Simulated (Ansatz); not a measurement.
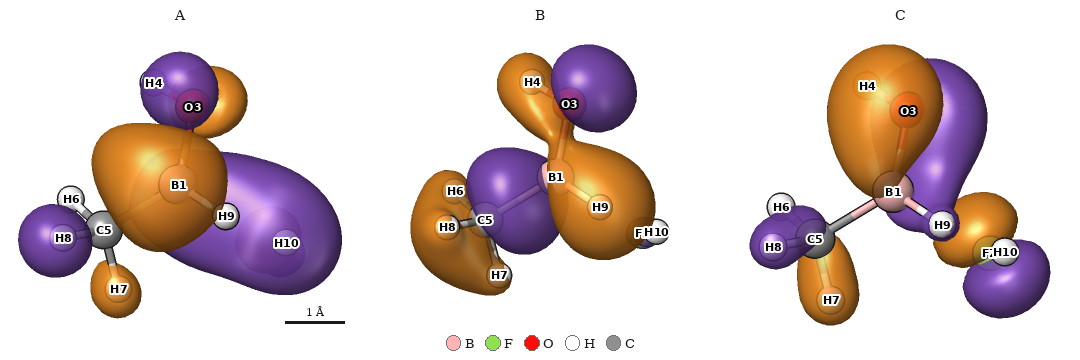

Figure 1: CH₅BO···HF. Three frontier orbitals at ±0.1 Å⁻³ᐟ² (orange and purple are the two phases), in no order.

Not at a stationary point (largest force 0.5 eV/Å).

Level of theory: RKS PBE/6-31G* in Ansatz.

```xyz
10

B     0.1360    0.4580   -0.4067
F    -0.2956    0.2539    2.0697
O     1.2898   -0.2665   -0.5219
H     1.1025   -1.1714   -0.8461
C    -1.2945   -0.0081   -0.8689
H    -1.3901   -1.1011   -1.0046
H    -2.0733    0.3168   -0.1568
H    -1.5373    0.4678   -1.8404
H     0.3205    1.5852   -0.0272
H     0.0983    1.0390    1.7366
```

Order the three orbitals by energy and name them.

C is the HOMO−1 (−7.98 eV). It lies mainly on O3 (about 60 %), F2 (about 20 %) and B1 (about 10 %). B is the HOMO (−7.08 eV). Its weight (Hirshfeld) is mainly on C5 (about 30 %), O3 (about 25 %), B1 (about 20 %) and H9 (about 15 %). A is the LUMO (−0.45 eV). By Hirshfeld shares it lies mainly on B1 (about 45 %), O3 (about 15 %), F2 (about 10 %), C5 (about 10 %), H10 (about 10 %) and H9 (about 5 %).

What is the HOMO–LUMO gap?

6.63 eV between the orbital energies.
